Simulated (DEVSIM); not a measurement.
Structure: abrupt Si n-p junction, at 300 K.

| layer (left to right) | material | thickness (μm) | Nd (cm⁻³) | Na (cm⁻³) | τn (s) | τp (s) |
|---|---|---|---|---|---|---|
| 1 | Si | 0.730 | 2e16 | - | 5.1e-5 | 5.1e-5 |
| 2 | Si | 0.420 | - | 1.6e14 | 5.1e-5 | 5.1e-5 |

Left contact: ohmic. Right contact: ohmic. Voltage is applied to the left contact. Recombination: SRH at mid-gap. Mobility is μmin + (μ − μmin)/(1 + (N/Nref)^α).

The device is made up for the run: typed textbook-type constants, with dimensions and the other settings drawn at random. Values at 300 K.

```csv
parameter,Si
gap (eV),1.124
affinity (eV),4.05
permittivity,11.7
Nc (cm⁻³),2.86e19
Nv (cm⁻³),3.1e19
μn (cm²/Vs),1417
μp (cm²/Vs),470
"μn,min",52
"μp,min",45
"Nref,n",9.7e16
"Nref,p",2.2e17
αn,0.68
αp,0.72
```

DEVSIM, 1D drift-diffusion, Boltzmann statistics, complete ionisation; no tunnelling, impact ionisation, image-force lowering or self-heating.

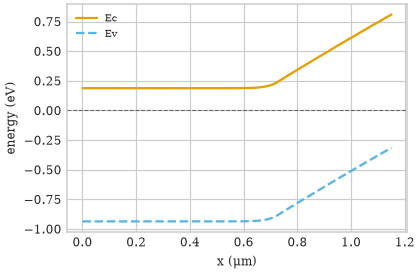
*Band edges at zero bias*

Energies count from the Fermi level of the right contact; mesh points crowd at the junctions.

```
x (μm)   Ec (eV)  Ev (eV)  n (cm⁻³)  p (cm⁻³)  field (V/cm)
-------  -------  -------  --------  --------  ------------
0.000      0.188   -0.936    2.0e16      5800           ≈ 0
0.01492    0.188   -0.936    2.0e16      5800           ≈ 0
0.03609    0.188   -0.936    2.0e16      5800           ≈ 0
0.07192    0.188   -0.936    2.0e16      5800           ≈ 0
0.1472     0.188   -0.936    2.0e16      5800           ≈ 0
0.2473     0.188   -0.936    2.0e16      5800           ≈ 0
0.3796     0.188   -0.936    2.0e16      5800           ≈ 0
0.5512     0.188   -0.936    2.0e16      5900            60
0.6212     0.190   -0.934    1.9e16      6300           650
0.6706     0.198   -0.926    1.4e16      8500          3200
0.6997     0.213   -0.911    7.7e15     15000          7400
0.7253     0.239   -0.885    2.8e15     42000         13000
0.7366     0.255   -0.869    1.5e15     77000         14000
0.7549     0.281   -0.843    5.5e14    210000         14000
0.7923     0.333   -0.791    7.4e13   1600000         14000
0.8407     0.399   -0.725    5.7e12     2.1e7         14000
0.9079     0.490   -0.634    1.7e11     6.9e8         13000
0.9929     0.604   -0.520     2.1e9    5.7e10         13000
1.070      0.705   -0.419     4.1e7    2.9e12         13000
1.108      0.754   -0.370   6100000    1.9e13         13000
1.132      0.786   -0.338   1800000    6.5e13         13000
1.150      0.809   -0.315    730000    1.6e14         13000
```
